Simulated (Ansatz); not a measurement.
Take InSb in the zinc blende structure (space group F-43m, No. 216; a = 6.6350 Å) as the base.

Structures relaxed with DFT with PBE, PAW potentials and a 420 eV plane-wave cutoff in Ansatz (a program for electronic structure), scalar-relativistic without spin-orbit coupling, earlier PAW set.

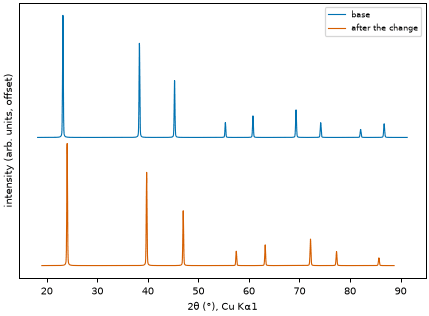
Figure: Simulated powder patterns before (top) and after one change

Task: Which change produced these results?
(A) pressure 3 GPa
(B) pressure 1.5 GPa
(C) pressure 7.5 GPa
(D) pressure 5 GPa

Result: D, pressure 5 GPa. Its volume per atom is 32.86 Å³ against 36.51 Å³, and its space group is F-43m (No. 216).

Load acts through the strain it causes; cell and atoms are relaxed under it. No phonon test of stability was made. Tetrahedral semiconductors of this kind turn to denser phases somewhere between about 1 and 50 GPa; those were not computed, so compressed cells here can lie past the real transition. The final runs are not spin-polarised.
